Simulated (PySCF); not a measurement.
C11H8OS3, SMILES COc1ccsc1-c1cc2sccc2s1 at its GFN2-xTB optimised geometry (Å):

```
23

C      1.9470    -2.8303     0.0019
O      1.3630    -1.5500    -0.0001
C      2.1961    -0.4791     0.0000
C      3.6106    -0.4791     0.0000
C      4.1289     0.7774     0.0000
S      2.9180     1.9933    -0.0001
C      1.6585     0.7952     0.0000
C      0.2786     1.1428     0.0005
C     -0.2689     2.4020     0.0000
C     -1.6693     2.3522     0.0015
S     -2.9327     3.5328     0.0023
C     -4.1266     2.2755     0.0046
C     -3.6007     1.0240     0.0049
C     -2.1921     1.0626     0.0031
S     -0.9334    -0.1240     0.0026
H      1.1156    -3.5328     0.0025
H      2.5590    -2.9914    -0.8914
H      2.5582    -2.9890     0.8962
H      4.2182    -1.3654     0.0000
H      5.1614     1.0630     0.0000
H      0.3184     3.3019    -0.0013
H     -5.1614     2.5547     0.0058
H     -4.1840     0.1219     0.0064
```

Calculation: PySCF 2.14.0 with PBE0/def2-SVP.

Map of the Laplacian of the electron density (e/bohr⁵) on the plane z = 1.2 Å:

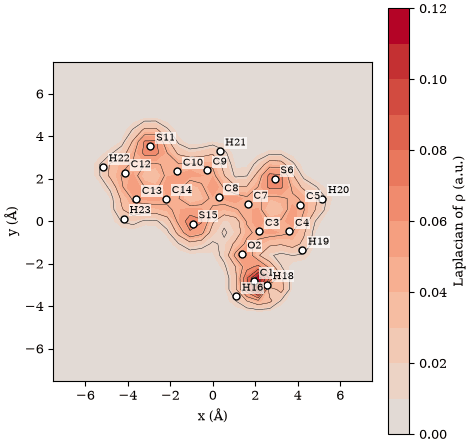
Laplacian of the electron density (e/bohr⁵) on the plane z = 1.2 Å.
